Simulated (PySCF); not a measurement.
Consider C3H3F3N2SSi (SMILES FC(F)(F)c1nnsc1[SiH3]).

```xyz
13

F    -0.0089   -1.8366   -1.3094
C     0.7117   -1.5789   -0.1987
F     1.8184   -2.3103   -0.2757
F    -0.0149   -2.0710    0.8257
C     0.9720   -0.1193   -0.0366
N     2.2263    0.3607   -0.0061
N     2.2983    1.6029    0.1348
S     0.8149    2.3338    0.2469
C    -0.0110    0.8434    0.0926
Si   -1.8964    0.6987    0.1201
H    -2.3599    1.5906   -0.9420
H    -2.2926    1.1760    1.4442
H    -2.2622   -0.6894   -0.1135
```

Geometry: GFN2-xTB.

Computed with CAM-B3LYP/def2-SVPD, SCF density, gas phase (PySCF).

Predict the electron density and electron localisation function between the atoms.

Answer. N–N (1.25 Å): the density is about 3.1 e/Å³ at the midpoint; the ELF peaks at about 0.90 between the atoms; localised, covalent bonding.
C–F (1.33 Å): the density is about 2.5 e/Å³ at the midpoint; the ELF peaks at about 0.85 between the atoms; a polar covalent bond.
C–N (1.34 Å): ρ at the midpoint is about 2.5 e/Å³; the ELF peaks at about 0.90 between the atoms (localised, covalent bonding).
C–C (1.38 Å): ρ is about 2.1 e/Å³ halfway; the ELF peaks at about 0.95 between the atoms, as expected for localised, covalent bonding.

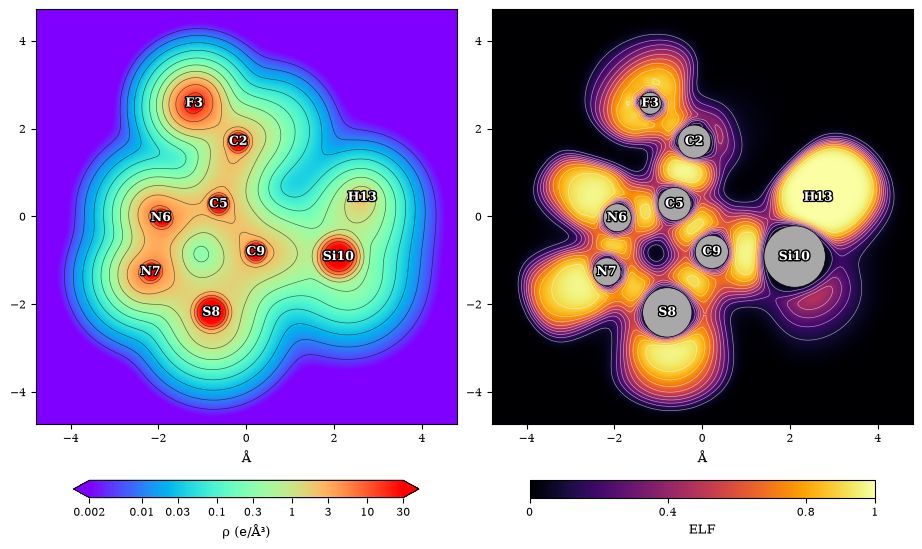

Computed electron density and electron localisation function on the plane of atoms C2, C5 and N6, in this order. Grey discs cover the atomic cores in the ELF map. 
